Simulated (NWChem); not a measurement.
**Energy and gradient calculation of GeCl$_{3}$ (charge −1)**

System: GeCl$_{3}$, charge −1, SMILES [Cl][Ge-]([Cl])[Cl].
Method: B3LYP/def2-SVP, RKS (NWChem 7.3.0).

The geometry comes from this level: GFN2-xTB.

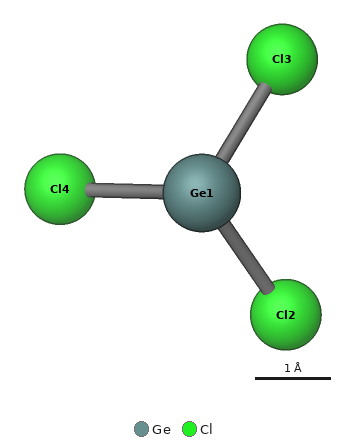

*The structure (ball-and-stick view, seen at a tilt; atoms are numbered from 1 in the order of the input). Sticks mark near contacts.*

## The input
```python
from ase import Atoms
from ase.calculators.nwchem import NWChem

molecule = Atoms('GeClClCl', positions=[
    [-0.027940, -0.029210, 0.862750],
    [2.010860, -0.009880, -0.232880],
    [-0.954550, 1.764370, -0.268570],
    [-1.028380, -1.725280, -0.361300],
])

calc = NWChem(
    label='cl3ge',
    theory='dft',
    memory='2200 mb',
    basis='def2-SVP',
    basispar='spherical bse',
    charge=-1,
    dft={'xc': 'b3lyp', 'mult': '1', 'grid': 'xfine', 'convergence': 'energy 1e-08', 'iterations': '100', 'mulliken': None},
)
molecule.calc = calc

forces = molecule.get_forces()
print(f"energy = {molecule.get_potential_energy():.6f} eV")
print("forces (eV/A):")
for s, f in zip(molecule.symbols, forces):
    print(f"{s:2s} {f[0]:10.5f} {f[1]:10.5f} {f[2]:10.5f}")
print("dipole (e A):", molecule.get_dipole_moment().round(4))
```

## File cl3ge.nwi
```
title "cl3ge"

permanent_dir cl3ge

scratch_dir cl3ge

start cl3ge

geometry units angstrom nocenter noautosym noautoz
  Ge -2.7940000000000000e-02 -2.9210000000000000e-02 8.6275000000000002e-01
  Cl 2.0108600000000001e+00 -9.8799999999999999e-03 -2.3288000000000000e-01
  Cl -9.5455000000000001e-01 1.7643700000000000e+00 -2.6856999999999998e-01
  Cl -1.0283800000000001e+00 -1.7252799999999999e+00 -3.6130000000000001e-01
end

charge -1

memory 2200 mb

basis spherical bse noprint
   * library def2-SVP
end

dft
  xc b3lyp
  mult 1
  grid xfine
  convergence energy 1e-08
  iterations 100
  mulliken
end

task dft gradient
```

Run on 1 thread of AMD EPYC (Zen 5), 176 GiB of memory available, shared host.

Launched with:
```bash
export ASE_NWCHEM_COMMAND="nwchem PREFIX.nwi > PREFIX.nwo"
python run.py
```

## Output
```
energy = -94075.521268 eV
forces (eV/A):
Ge    0.00180    0.00082    0.11843
Cl    0.23901   -0.02962   -0.03152
Cl   -0.13971    0.19916   -0.03759
Cl   -0.10110   -0.17036   -0.04937
dipole (e A): [-0.0063 -0.0052  0.2278]
```

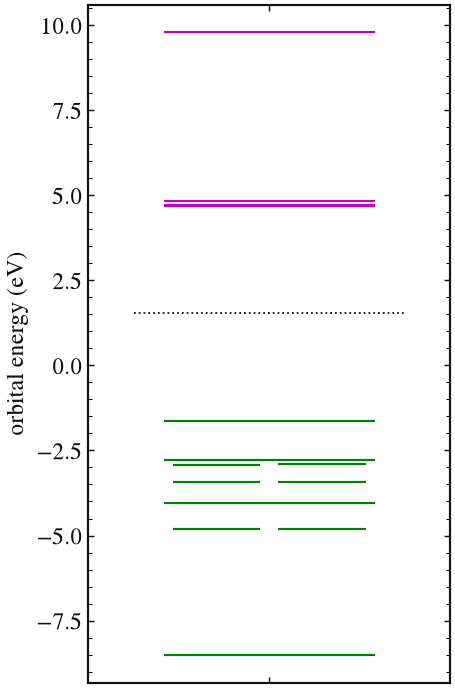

*Orbital energies near the frontier; the dotted line parts filled from empty levels, and levels within 0.02 eV of each other stand side by side.*

Highest filled −1.63 eV, lowest empty 4.69 eV, 6.32 eV apart.

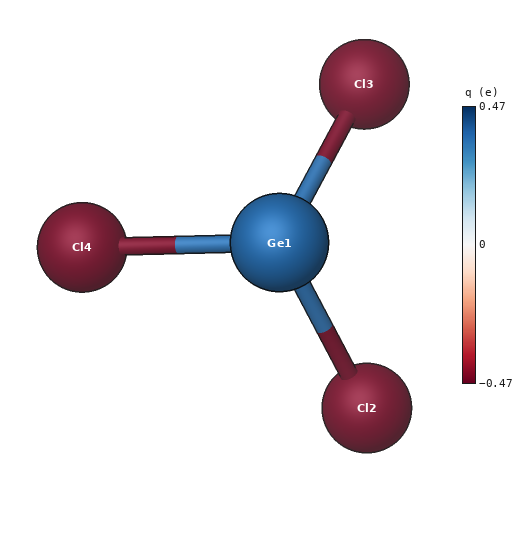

*Mulliken charges, as the colour of each atom (ball-and-stick view, seen on its broad side; atoms are numbered from 1 in the order of the input).*

By element: Ge +0.36 and Cl −0.45 e.

## Key numbers

| quantity | value |
| --- | --- |
| outcome | converged |
| total energy | −3457.211668 hartree |
| basis functions | 86 |
| largest force | 0.246 eV/Å |
| HOMO | −1.63 eV |
| LUMO | 4.69 eV |
| wall time | 11 s |
| peak memory | 0.13 GiB |

The record of the run, not the program, notes: grid integrates the density poorly.
